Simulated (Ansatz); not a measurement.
# Rb3Br2F: complex band structure

A new crystal, Rb3Br2F: structure, gap and complex bands. It is built by putting F for Cl in the Rb3Br2Cl structure of space group I4/mmm, with the volume rescaled by atomic radii. The parent structure comes from the Materials Project.

Calculated with Ansatz 0.2.0; PBE DFT, plane waves, PAW files, in the first sound run; inputs show where later runs differ.

The structure was built from a prototype and need not be the compound's stable phase.

## 1. Starting point

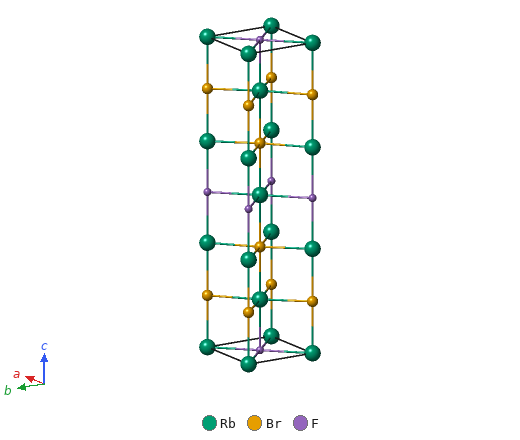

Start, viewed from a free direction; rubidium teal, bromine orange, fluorine purple. This picture shows the conventional cell, with its axes. Some periodic images of atoms are drawn too.

As a file:

```cif
data_structure
_symmetry_space_group_name_H-M 'I4/mmm'
_symmetry_Int_Tables_number 139
_cell_length_a 4.7474
_cell_length_b 4.7474
_cell_length_c 20.0958
_cell_angle_alpha 90.000
_cell_angle_beta 90.000
_cell_angle_gamma 90.000
_cell_volume 452.92
loop_
_atom_site_label
_atom_site_type_symbol
_atom_site_symmetry_multiplicity
_atom_site_Wyckoff_symbol
_atom_site_fract_x
_atom_site_fract_y
_atom_site_fract_z
_atom_site_occupancy
Rb1 Rb 4 e 0.50000 0.50000 0.16364 1
Rb2 Rb 2 a 0.00000 0.00000 0.00000 1
Br1 Br 4 e 0.50000 0.50000 0.33310 1
F1 F 2 b 0.50000 0.50000 0.00000 1
```

## 2. Cell and atoms at rest

The substituted atoms don't fit the parent's cell, so cell and atoms relax together. A small smearing keeps the run stable in case the gap closes on the way.

input.yaml

```yaml
crystal:
  lattice:
    - [-2.3737237597, 2.3737237597, 10.0478951377]
    - [2.3737237597, -2.3737237597, 10.0478951377]
    - [2.3737237597, 2.3737237597, -10.0478951377]
  atoms:
    - { symbol: Rb, position: [0.66363652, 0.66363652, 0.0] }
    - { symbol: Rb, position: [0.0, 0.0, 0.0] }
    - { symbol: Rb, position: [0.33636348, 0.33636348, 0.0] }
    - { symbol: Br, position: [0.8330996, 0.8330996, 0.0] }
    - { symbol: Br, position: [0.1669004, 0.1669004, 0.0] }
    - { symbol: F, position: [0.5, 0.5, 0.0] }
kpoints:
  mp_grid: { grid: [6, 6, 6] }
scf:
  occupations: { method: gaussian, width: 0.03 }
hamiltonian:
  xc: pbe
output:
  forces: true
  stress: true
relax:
  f_tol: 0.02
  max_steps: 60
  cell: {}
```

Command:

```console
> ansatz run input.yaml --threads 2 --pin off --max-ram 4096MiB --backend cpu --events-out ev --progress --plain --runs-dir out
```

Numbers of over 12 decimals in the logs are rounded to 6 here.

The log of the run:

```text
basis.fft_grid_basis auto: the FFT boxes are laid along the combinations [[1, 0, 1], [0, 1, 1], [0, 0, 1]] of the cell's own vectors, 4.747, 4.747 and 10.594 Å long. The dense box has 32×32×72 points. Along the cell's own vectors, as sized, it would have 72×72×72, 5.06 times as many. Of the 16 symmetry operations that the crystal satisfies within crystal.symmetry.tolerance (time reversal apart; of a slab, those that  [...]
Engine: ansatz 0.2.0, x86_64-unknown-linux-gnu
Pseudopotentials: kind: paw
Pseudopotential: Rb, paw, valence charge 9, recommended cutoff 420 eV (normal), Rb.paw.azcp
Pseudopotential: Br, paw, valence charge 7, recommended cutoff 420 eV (normal), Br.paw.azcp
Pseudopotential: F, paw, valence charge 7, recommended cutoff 420 eV (normal), F.paw.azcp
Functional definition: PBE
  parameter kappa = 0.804
  parameter beta = 0.066725
  exchange = pbe_x(kappa = kappa, mu = beta*pi^2/3)
  correlation = pbe_c(beta = beta)
Crystal: 6 atoms, lattice volume = 226.462 Å³
Basis set: ecut = 420 eV, 4393 PW (Γ), FFT grids on a1+a3, a2+a3, a3, exchange–correlation on 64×64×144 points (8 copies of the dense FFT grid, shifted against one another)
Bands: 30, of which v1, the nominal top of the filled ones, is band 24 counted from 1 (23 counted from 0)
Symmetry: 16 space group operations
Space group: I4/mmm (ITA 139), of the structure as read, at distance tolerance 6.1e-5 Å
k-points: 30 of 216
Non-local potential: Rb, projectors of the file, l = 0: 3, l = 1: 2, l = 2: 2
Non-local potential: Br, projectors of the file, l = 0: 2, l = 1: 2, l = 2: 2
Non-local potential: F, projectors of the file, l = 0: 2, l = 1: 2, l = 2: 1
PAW form: soft (Blöchl's): semilocal exchange-correlation on the pseudo side does not see the compensation charge
PAW one-centre angular grid: Rb, 110 points (default); XC on 64 Gauss nodes
PAW one-centre angular grid: Br, 110 points (default); XC on 64 Gauss nodes
PAW one-centre angular grid: F, 110 points (default); XC on 64 Gauss nodes
Initial density: superposition of atomic densities (neutral atoms: chi_scale 0, normalization atom), corrected by the library's trained network
Initial wavefunctions: pseudopotential atomic-orbital guess
Functional: x = pbe(κ = 0.804, μ = 0.219515), c = pbe(β = 0.066725)
SCF iter   1: F=—  HF=-16185.796604 eV  |F-HF|=—  |Δ(HF+E_count)|=         —  Δρ=2.27e-3  dr2=2.87e-2  ethr=1.77e-3  ⟨swp⟩=12.7  Hψ=5353  notcnv=0
preconditioner: auto → Resta (q_TF=auto, 2.107 Å⁻¹)  ε∞=2.7  [insulator: Δε(μ)=3.803 eV  Ē_g=12.018 eV  σ=0.030 eV  W_gap=1.00  n_scr=42 (ndim 8)  ℏωp=15.6 eV  f_vac=0.131  D(μ)=0.00/eV (n_scr^D=0)  ε∞_Penn≈2.7]
SCF iter   2: F=—  HF=-16185.790008 eV  |F-HF|=—  |Δ(HF+E_count)|=   6.60e-3  Δρ=1.74e-3  dr2=6.71e-3  ethr=5.97e-5  ⟨swp⟩=3.0  Hψ=2008  notcnv=0  defer=38
SCF iter   3: F=—  HF=-16185.788384 eV  |F-HF|=—  |Δ(HF+E_count)|=   1.62e-3  Δρ=4.10e-4  dr2=2.36e-3  ethr=1.40e-5  ⟨swp⟩=2.0  Hψ=1562  notcnv=0  defer=38
SCF iter   4: F=—  HF=-16185.787407 eV  |F-HF|=—  |Δ(HF+E_count)|=   9.77e-4  Δρ=1.90e-4  dr2=2.63e-4  ethr=4.92e-6  ⟨swp⟩=2.5  Hψ=1226  notcnv=0  defer=38
SCF iter   5: F=—  HF=-16185.787334 eV  |F-HF|=—  |Δ(HF+E_count)|=   7.30e-5  Δρ=5.49e-5  dr2=1.24e-5  ethr=5.48e-7  ⟨swp⟩=2.2  Hψ=1264  notcnv=0  defer=38
SCF iter   6: F=—  HF=-16185.787495 eV  |F-HF|=—  |Δ(HF+E_count)|=   1.61e-4  Δρ=9.01e-6  dr2=2.07e-7  ethr=2.58e-8  ⟨swp⟩=2.0  Hψ=1426  notcnv=0  defer=38
SCF iter   7: F=-16185.787495 eV  HF=-16185.787495 eV  |F-HF|=1.20e-8  |Δ(HF+E_count)|=   4.11e-7  Δρ=1.51e-6  dr2=9.12e-9  ethr=2.08e-10  ⟨swp⟩=5.0  Hψ=3693  notcnv=0
SCF 1 converged in 7 iterations: F = -16185.787495 eV  dr2 = 9.12e-9
  greatest PAW one-centre occupation: 0.973 electrons in one spin orbital (limit 2), on the Rb atom at site 2 (counted from 0), in its partial waves of l = 0
relax step   1: F+E_penalty+E_count = -16185.78749518 eV  Δ(F+E_penalty+E_count) = +0.000e0 eV  max|allowed force component| = 3.382e-1 eV/Å  Δτ_max = 0.0000 Å  P = +0.151 GPa  Ω = 226.462 Å³  (7 SCF iters, dr2 threshold 1.00e-7 eV, accepted)
Crystal: 6 atoms, lattice volume = 225.546 Å³
Basis set: ecut = 420 eV, 4401 PW (Γ), FFT grids on a1+a3, a2+a3, a3, exchange–correlation on 64×64×144 points (8 copies of the dense FFT grid, shifted against one another)
Initial density: handed on by an earlier stage of this run
Initial wavefunctions: those handed on with the density
iter 1 solved again at ethr=5.81e-4 eV; its pass at ethr=3.10e-3 eV (dr2=2.79e-1 eV) is discarded
SCF iter   1: F=—  HF=-16185.963645 eV  |F-HF|=—  |Δ(HF+E_count)|=         —  Δρ=6.73e-3  dr2=2.79e-1  ethr=5.81e-4  ⟨swp⟩=1.2  Hψ=5523  notcnv=0
preconditioner: auto → Resta (q_TF=auto, 2.108 Å⁻¹)  ε∞=2.7  [insulator: Δε(μ)=4.063 eV  Ē_g=12.014 eV  σ=0.030 eV  W_gap=1.00  n_scr=42 (ndim 8)  ℏωp=15.6 eV  f_vac=0.122  D(μ)=0.00/eV (n_scr^D=0)  ε∞_Penn≈2.7]
SCF iter   2: F=—  HF=-16185.884412 eV  |F-HF|=—  |Δ(HF+E_count)|=   7.92e-2  Δρ=2.31e-3  dr2=2.38e-2  ethr=5.81e-4  ⟨swp⟩=3.1  Hψ=1683  notcnv=0
SCF iter   3: F=—  HF=-16185.877858 eV  |F-HF|=—  |Δ(HF+E_count)|=   6.55e-3  Δρ=7.54e-4  dr2=1.31e-3  ethr=4.96e-5  ⟨swp⟩=3.1  Hψ=1688  notcnv=0
SCF iter   4: F=—  HF=-16185.877945 eV  |F-HF|=—  |Δ(HF+E_count)|=   8.71e-5  Δρ=7.77e-4  dr2=9.23e-4  ethr=2.72e-6  ⟨swp⟩=2.0  Hψ=1681  notcnv=0  defer=1
SCF iter   5: F=—  HF=-16185.877735 eV  |F-HF|=—  |Δ(HF+E_count)|=   2.09e-4  Δρ=1.09e-4  dr2=3.76e-5  ethr=1.92e-6  ⟨swp⟩=2.0  Hψ=1570  notcnv=0  defer=1
SCF iter   6: F=—  HF=-16185.878025 eV  |F-HF|=—  |Δ(HF+E_count)|=   2.90e-4  Δρ=2.42e-5  dr2=3.14e-6  ethr=7.83e-8  ⟨swp⟩=2.2  Hψ=1313  notcnv=0  defer=1
SCF iter   7: F=-16185.878026 eV  HF=-16185.878026 eV  |F-HF|=8.50e-8  |Δ(HF+E_count)|=   7.47e-7  Δρ=5.30e-6  dr2=1.09e-7  ethr=1.25e-9  ⟨swp⟩=5.0  Hψ=3716  notcnv=0
SCF 2 converged in 7 iterations: F = -16185.878026 eV  dr2 = 1.09e-7
relax step   2: F+E_penalty+E_count = -16185.87802593 eV  Δ(F+E_penalty+E_count) = -9.053e-2 eV  max|allowed force component| = 1.517e-1 eV/Å  Δτ_max = 0.1769 Å  P = -0.040 GPa  Ω = 225.546 Å³  energy of the carried Pulay correction = +3.292e-4 eV  (7 SCF iters, dr2 threshold 6.00e-7 eV, accepted)
Crystal: 6 atoms, lattice volume = 222.104 Å³
Basis set: ecut = 420 eV, 4305 PW (Γ), FFT grids on a1+a3, a2+a3, a3, exchange–correlation on 64×64×144 points (8 copies of the dense FFT grid, shifted against one another)
iter 1 solved again at ethr=4.68e-4 eV; its pass at ethr=3.10e-3 eV (dr2=2.24e-1 eV) is discarded
SCF iter   1: F=—  HF=-16185.974387 eV  |F-HF|=—  |Δ(HF+E_count)|=         —  Δρ=6.30e-3  dr2=2.38e-1  ethr=4.68e-4  ⟨swp⟩=1.3  Hψ=5600  notcnv=0
preconditioner: auto → Resta (q_TF=auto, 2.114 Å⁻¹)  ε∞=2.7  [insulator: Δε(μ)=3.866 eV  Ē_g=12.023 eV  σ=0.030 eV  W_gap=1.00  n_scr=42 (ndim 8)  ℏωp=15.8 eV  f_vac=0.111  D(μ)=0.00/eV (n_scr^D=0)  ε∞_Penn≈2.7]
SCF iter   2: F=—  HF=-16185.908006 eV  |F-HF|=—  |Δ(HF+E_count)|=   6.64e-2  Δρ=2.28e-3  dr2=2.24e-2  ethr=4.68e-4  ⟨swp⟩=3.1  Hψ=1671  notcnv=0
SCF iter   3: F=—  HF=-16185.901876 eV  |F-HF|=—  |Δ(HF+E_count)|=   6.13e-3  Δρ=7.36e-4  dr2=1.21e-3  ethr=4.67e-5  ⟨swp⟩=3.1  Hψ=1717  notcnv=0
SCF iter   4: F=—  HF=-16185.901999 eV  |F-HF|=—  |Δ(HF+E_count)|=   1.24e-4  Δρ=7.77e-4  dr2=8.99e-4  ethr=2.52e-6  ⟨swp⟩=2.0  Hψ=1676  notcnv=0  defer=1
SCF iter   5: F=—  HF=-16185.901804 eV  |F-HF|=—  |Δ(HF+E_count)|=   1.95e-4  Δρ=1.00e-4  dr2=3.04e-5  ethr=1.87e-6  ⟨swp⟩=2.0  Hψ=1591  notcnv=0  defer=1
SCF iter   6: F=—  HF=-16185.902005 eV  |F-HF|=—  |Δ(HF+E_count)|=   2.01e-4  Δρ=2.34e-5  dr2=2.45e-6  ethr=6.34e-8  ⟨swp⟩=2.1  Hψ=1286  notcnv=0  defer=1
SCF iter   7: F=-16185.902007 eV  HF=-16185.902007 eV  |F-HF|=7.98e-8  |Δ(HF+E_count)|=   1.46e-6  Δρ=4.52e-6  dr2=6.19e-8  ethr=1.25e-9  ⟨swp⟩=5.0  Hψ=3719  notcnv=0
SCF 3 converged in 7 iterations: F = -16185.902007 eV  dr2 = 6.19e-8
relax step   3: F+E_penalty+E_count = -16185.90200700 eV  Δ(F+E_penalty+E_count) = -2.398e-2 eV  max|allowed force component| = 9.594e-2 eV/Å  Δτ_max = 0.1840 Å  P = +0.181 GPa  Ω = 222.104 Å³  energy of the carried Pulay correction = +1.578e-3 eV  (7 SCF iters, dr2 threshold 6.00e-7 eV, accepted)
[...]
relax step   4: F+E_penalty+E_count = -16185.90762535 eV  Δ(F+E_penalty+E_count) = -5.618e-3 eV  max|allowed force component| = 1.205e-2 eV/Å  Δτ_max = 0.0634 Å  P = -0.024 GPa  Ω = 225.274 Å³  energy of the carried Pulay correction = +4.272e-4 eV  (6 SCF iters, dr2 threshold 5.75e-7 eV, accepted)
[...]
relax step   5: F+E_penalty+E_count = -16185.90765464 eV  Δ(F+E_penalty+E_count) = -2.929e-5 eV  max|allowed force component| = 1.212e-2 eV/Å  Δτ_max = 0.0000 Å  P = -0.025 GPa  Ω = 225.274 Å³  stress off target by 5.78e-2 GPa  SCF on the basis re-selected at this cell (its energy is not comparable with the rows above)  (7 SCF iters)
[...]
relax step   6: F+E_penalty+E_count = -16185.90795138 eV  Δ(F+E_penalty+E_count) = -2.967e-4 eV  max|allowed force component| = 4.325e-3 eV/Å  Δτ_max = 0.0080 Å  P = +0.007 GPa  Ω = 224.868 Å³  energy of the carried Pulay correction = +1.437e-4 eV  (6 SCF iters, dr2 threshold 8.35e-9 eV, accepted)
iter 1 solved again at ethr=5.10e-7 eV; its pass at ethr=3.10e-3 eV (dr2=2.45e-4 eV) is discarded
SCF iter   1: F=—  HF=-16185.907764 eV  |F-HF|=—  |Δ(HF+E_count)|=         —  Δρ=6.22e-6  dr2=2.06e-8  ethr=5.10e-7  ⟨swp⟩=4.1  Hψ=8346  notcnv=0
eigensolver tolerance schedule: the retry pair's looser diagonalisation over-reported the residual by 11900.62 of it (diagonalisation noise at an unbounded share of the residual, at the tolerance the schedule requests for it); recorded, not acted on — ethr = c·dr2/N_el stays at c = 1.0e-1
preconditioner: auto → Resta (q_TF=auto, 2.109 Å⁻¹)  ε∞=2.7  [insulator: Δε(μ)=4.088 eV  Ē_g=12.032 eV  σ=0.030 eV  W_gap=1.00  n_scr=42 (ndim 8)  ℏωp=15.7 eV  f_vac=0.120  D(μ)=0.00/eV (n_scr^D=0)  ε∞_Penn≈2.7]
SCF iter   2: F=—  HF=-16185.907834 eV  |F-HF|=—  |Δ(HF+E_count)|=   6.98e-5  Δρ=3.14e-6  dr2=7.69e-9  ethr=4.29e-11  ⟨swp⟩=4.0  Hψ=2628  notcnv=0
SCF iter   3: F=—  HF=-16185.907834 eV  |F-HF|=—  |Δ(HF+E_count)|=   6.24e-9  Δρ=1.48e-6  dr2=3.41e-9  ethr=1.60e-11  ⟨swp⟩=2.0  Hψ=1429  notcnv=0
SCF iter   4: F=—  HF=-16185.907834 eV  |F-HF|=—  |Δ(HF+E_count)|=   2.05e-9  Δρ=6.43e-7  dr2=7.40e-10  ethr=7.10e-12  ⟨swp⟩=2.0  Hψ=1417  notcnv=0
SCF iter   5: F=—  HF=-16185.907834 eV  |F-HF|=—  |Δ(HF+E_count)|=  3.35e-10  Δρ=2.28e-7  dr2=1.38e-10  ethr=1.54e-12  ⟨swp⟩=2.1  Hψ=1069  notcnv=0
SCF iter   6: F=-16185.907834 eV  HF=-16185.907834 eV  |F-HF|=7.28e-12  |Δ(HF+E_count)|=  7.64e-11  Δρ=5.88e-8  dr2=9.42e-12  ethr=1.00e-12  ⟨swp⟩=5.0  Hψ=3537  notcnv=0
SCF 7 converged in 6 iterations: F = -16185.907834 eV  dr2 = 9.42e-12
relax step   7: F+E_penalty+E_count = -16185.90783429 eV  Δ(F+E_penalty+E_count) = +1.171e-4 eV  max|allowed force component| = 4.313e-3 eV/Å  Δτ_max = 0.0000 Å  P = +0.006 GPa  Ω = 224.868 Å³  stress off target by 1.08e-2 GPa  SCF on the basis re-selected at this cell (its energy is not comparable with the rows above)  (6 SCF iters)
basis re-selected at this cell: Δ(F+E_penalty+E_count) = +1.171e-4 eV, ΔP = -0.001 GPa vs the last step (what re-selecting the basis moved, of the pressure what is left beyond the Pulay correction that the steps carried, after the strain that the cell walked since its last selection, with what the two solves' SCF thresholds leave and, on support functions, any second-order correction that the steps lacked; it is no m [...]
SCF converged after 6 iterations
Free energy (F): -16185.907834 eV
Harris-Foulkes:  -16185.907834 eV  (|F-HF|=7.28e-12)
Internal energy: -16185.907834 eV  (E = F + TS)
E sigma→0 (E₀):  -16185.907834 eV
Fermi energy:    3.081291 eV
--- Per-component energies (eV) ---
  E_band       = -348.438578
  E_kinetic    = 1052.902350
  E_local      = -2948.918495  (includes V_loc(G=0)·N_el)
  E_nonlocal   = 732.978367
  E_hartree    = 869.085485
  E_xc         = -1003.871816
  E_vxc        = -724.224544  (∫ρ·V_xc dr)
  E_paw        = -12547.096029  (= ΣΔE_a)
  E_vpaw       = -199.349277  (= ΣTr[D̂ρ^β])
  E_aug_tail   = 0.002042  (compensation charges beyond the density's cutoff)
  E_ewald      = -2340.989737
  E_smearing   = -0.000000  (= −TS)
  E_closure    = 0.000000  (closes the sum)
  Σ components = -16185.907834   (vs F -16185.907834, Δ=0.00e0)
--- Forces (eV/Å), atoms counted from 1 ---
  atom   1  Rb     0.00000000     0.00000000    -0.00074734
  atom   2  Rb    -0.00000000    -0.00000000     0.00000000
  atom   3  Rb    -0.00000000     0.00000000     0.00074734
  atom   4  Br    -0.00000000    -0.00000000    -0.00431292
  atom   5  Br     0.00000000     0.00000000     0.00431292
  atom   6  F      0.00000000    -0.00000000     0.00000000
  max |Σ_I F_I| component: 6.51e-19 eV/Å
--- Stress (GPa, compression-positive) ---
        0.003731      -0.000000       0.000000
       -0.000000       0.003731      -0.000000
        0.000000      -0.000000       0.010843
  P = ⅓ Tr σ = 0.0061 GPa (0.061 kbar)
--- Relaxed structure (5 steps of the walk, 5 accepted, 2 SCFs on fresh bases) ---
  F+E_penalty+E_count = -16185.90783429 eV   max|allowed force component| = 4.313e-3 eV/Å   (the final SCF, on the basis selected at the relaxed cell)
  cell:  # Å, volume = 224.8681 Å³
    - [-2.398497, 2.398497, 9.772137]
    - [2.398497, -2.398497, 9.772137]
    - [2.398497, 2.398497, -9.772137]
  atoms:
    - { symbol: Rb, position: [0.648435, 0.648435, 0] }
    - { symbol: Rb, position: [1.1509697319379054e-19, 1.150969731937989e-19, 0] }
    - { symbol: Rb, position: [0.351565, 0.351565, 0] }
    - { symbol: Br, position: [0.831927, 0.831927, 0] }
    - { symbol: Br, position: [0.168073, 0.168073, 0] }
    - { symbol: F, position: [0.5, 0.5, 0] }
```

Run time: 25 s. Hardware: 2 threads of Intel Xeon 6975P-C (Granite Rapids), shared host; peak memory 0.59 GiB; 47 s of CPU time.

Step by step:

| step | energy less that of the first step (eV) | largest force component (eV/Å) | pressure (GPa) | volume (Å³) |
| --- | --- | --- | --- | --- |
| 1 | 0.0000 | 0.3382 | 0.15 | 226.46 |
| 2 | -0.0905 | 0.1517 | -0.04 | 225.55 |
| 3 | -0.1145 | 0.0959 | 0.18 | 222.10 |
| 4 | -0.1201 | 0.0120 | -0.02 | 225.27 |
| 5* | -0.1202 | 0.0121 | -0.02 | 225.27 |
| 6 | -0.1205 | 0.0043 | 0.01 | 224.87 |
| 7* | -0.1203 | 0.0043 | 0.01 | 224.87 |

Relaxation steps marked * repeat the geometry before them on a plane-wave basis chosen anew for their cell, so energy and pressure can jump there.

Forces are held to the 16 operations that the run works with; a distortion that breaks them can't arise in this run.

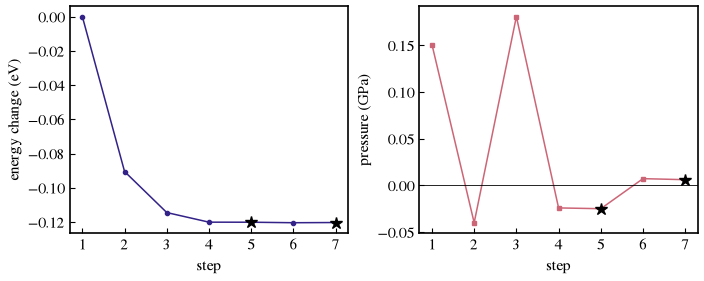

Energy and pressure along the relaxation. Stars mark steps on a basis chosen anew.

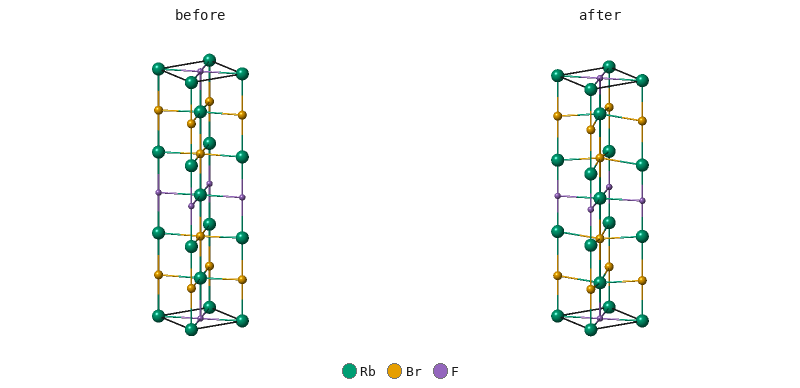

The structure before and after the relaxation, drawn at the same scale.

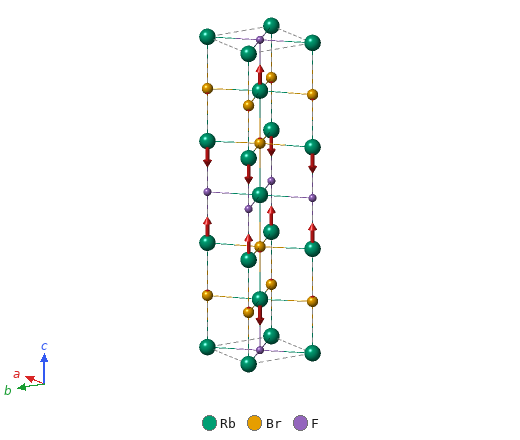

Displacements in the relaxation, exaggerated, measured against the changing cell; the longest in the cell stands for 0.30 Å. Some periodic images of atoms are drawn too.

| conventional cell, symmetrised | before | after | change |
| --- | --- | --- | --- |
| a (Å) | 4.747 | 4.797 | +1.0 % |
| b (Å) | 4.747 | 4.797 | +1.0 % |
| c (Å) | 20.096 | 19.544 | -2.7 % |
| volume (Å³/atom) | 37.74 | 37.48 | -0.7 % |

The atoms that moved most (Å, as changes of fractional coordinates times the final cell):

| atom | dx | dy | dz | length |
| --- | --- | --- | --- | --- |
| Rb1 | 0.000 | 0.000 | -0.297 | 0.297 |
| Rb3 | 0.000 | 0.000 | 0.297 | 0.297 |
| Br5 | 0.000 | 0.000 | 0.023 | 0.023 |
| Br4 | 0.000 | 0.000 | -0.023 | 0.023 |

The relaxed structure:

```xyz
6
Lattice="-2.3985 2.3985 9.7721 2.3985 -2.3985 9.7721 2.3985 2.3985 -9.7721" Properties=species:S:1:pos:R:3 pbc="T T T"
Rb    0.0000    0.0000   12.6732
Rb    0.0000    0.0000    0.0000
Rb    0.0000    0.0000    6.8711
Br    0.0000    0.0000   16.2594
Br    0.0000    0.0000    3.2849
F     0.0000    0.0000    9.7721
```

This step gave:

| Property | Result |
| --- | --- |
| free energy | -16185.9078 eV |
| Fermi energy | 3.081 eV |
| pressure | 0.006101 GPa |

The largest force component on a free atom ends at 0.0043 eV/Å.

[end of part 1 of 3]

[Logs are printed without paths, hosts, clocks, repeated set-up lines and the standing remarks that a program may print on its own settings, such as how far it seeks lower states.]

[Hosts, paths, dates, database ids (printed as entryN), source tags and the programs' standing remarks are cut or masked in the printed files.]

[New means built here by substitution; the compound itself may be known and measured.]
